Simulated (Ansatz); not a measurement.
The parent structure is CuI in the zinc blende structure (space group F-43m, No. 216; a = 5.9393 Å).

Modification: a hydrostatic pressure of 0.9 GPa.

Method: PBEsol (Ansatz, an electronic-structure program; PAW; 420 eV plane waves; without spin-orbit coupling).

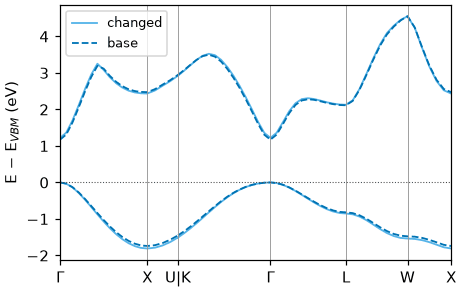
Fig. 1. Highest valence and lowest conduction band along the path, each from its own valence-band maximum

Q: From the figure, how large is the changed gap, and is it direct?

A: About 1.2 eV, direct at Γ.

With I present, leaving out spin-orbit coupling can change the band edges. Load acts through the strain it causes; cell and atoms are relaxed under it. Whether these cells are dynamically stable was not tested. All final runs are without spin polarisation.
